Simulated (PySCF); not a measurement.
C$_{6}$H$_{15}$BO$_{2}$

```xyz
24

C    -2.1880   -1.1413   -0.8581
O    -1.6557    0.1197   -1.1660
C    -2.6010    1.1528   -1.0398
B     0.0063    0.6422    0.9245
O    -0.9635    0.3846    1.8087
C     1.1050   -0.4402    0.5245
C     1.5327   -0.4426   -0.9620
C     2.8347    0.2738   -0.5834
C     2.5502   -0.0148    0.8949
H    -2.9938   -1.4127   -1.5530
H    -1.3735   -1.8565   -0.9514
H    -2.5872   -1.1647    0.1637
H    -3.4639    0.9795   -1.6955
H    -2.0995    2.0718   -1.3329
H    -2.9486    1.2433   -0.0045
H     0.0650    1.7502    0.5473
H    -0.9929   -0.5131    2.1461
H     0.8522   -1.4386    0.8995
H     0.8665    0.0920   -1.6336
H     1.7008   -1.4460   -1.3507
H     3.7534   -0.1517   -0.9850
H     2.8097    1.3368   -0.8121
H     3.1434   -0.8389    1.2887
H     2.6358    0.8344    1.5710
```

Geometry: GFN2-xTB; at this geometry the atoms fall into two loosely joined parts.

Computed with PBE0/pcSseg-1, SCF density, gas phase, non-relativistic in PySCF 2.14.0.

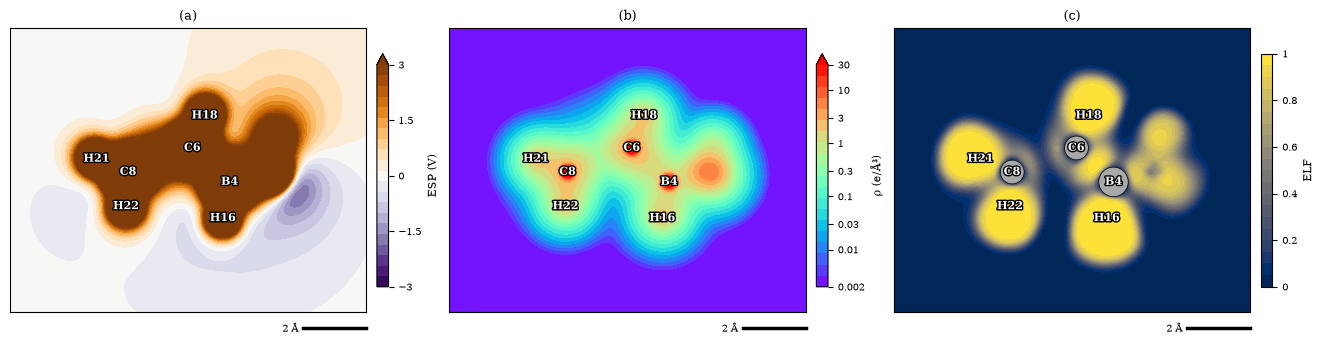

Figure 1. (a) molecular electrostatic potential; (b) electron density; (c) ELF on the plane of atoms H21, C8 and H22. Grey discs cover the atomic cores in the ELF map.

Interpret the plot.

Answer.
- Atoms in the plane: B, C and H.
- C–B (1.59 Å): the density is about 1.4 e/Å³ at the midpoint; the ELF peaks at about 1 between the atoms: a shared electron pair.
- C–H (1.10 Å): the density is about 1.9 e/Å³ at the midpoint; the ELF climbs to about 1 towards the hydrogen, as it does in any bond to H; an ordinary covalent bond to hydrogen.
- B–H (1.17 Å): ρ is about 1.3 e/Å³ halfway; the ELF climbs to about 1 towards the hydrogen: a covalent bond by its length.
- The ELF also peaks beside O5, away from the bonds: lone-pair regions.
- Outside the dense part of the molecule the potential is most negative (−1.8 V) near O5, which lies off the plane.

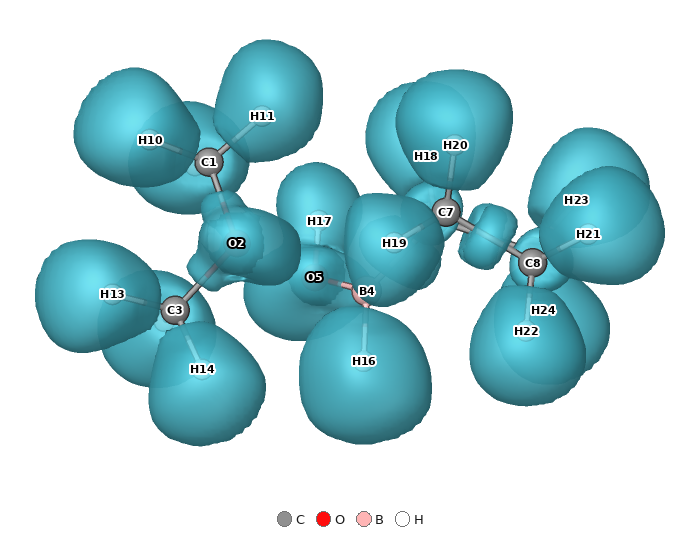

Figure 2. Isosurface of the electron localisation function at 0.75 (cyan), seen from one side. Only the valence region is drawn (cores and ρ < 0.01 e/Å³ removed).

Where are the electrons localised?

Answer. The ELF exceeds this value in one region between bonded B–C atoms (shared pairs), four regions between bonded C–C atoms (shared pairs), 14 regions around hydrogen nuclei, one region on O in which the atom's valence shell and bonds are merged and one joined region spread over several atoms (H, O), in which their bonds and any lone pairs are merged. Along the contacts the grid gives the following. B–O (1.34 Å): the ELF peaks at about 0.90 between the atoms, as expected for a short, strongly polar bond. C–O (1.40 Å): the ELF peaks at about 0.90 between the atoms, as expected for a polar covalent bond.

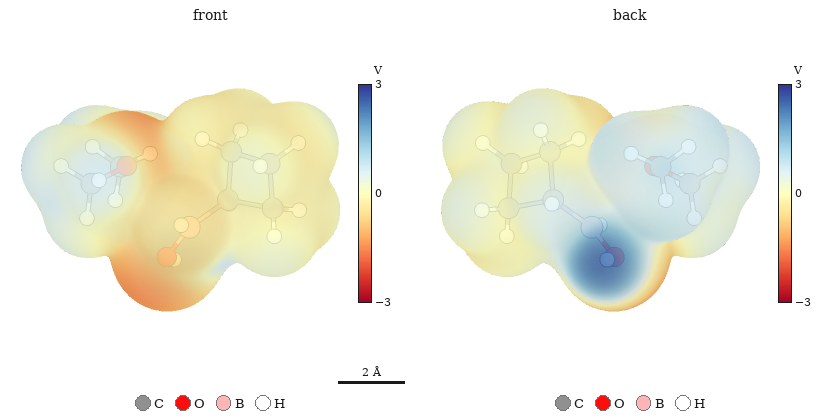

Figure 3. The electrostatic potential painted on the density surface at 0.002 e/bohr³, seen from the front and from behind; the colour scale runs from red (negative) to blue (positive).

Where is the surface potential most negative and most positive?

Answer. The most negative region (about −1.4 V) lies over O5, the most positive (about +2.3 V) over H17. O5 is the likeliest acceptor of a hydrogen bond.

How polar is the molecule by this calculation?

Answer. Its dipole moment is 2.24 D.
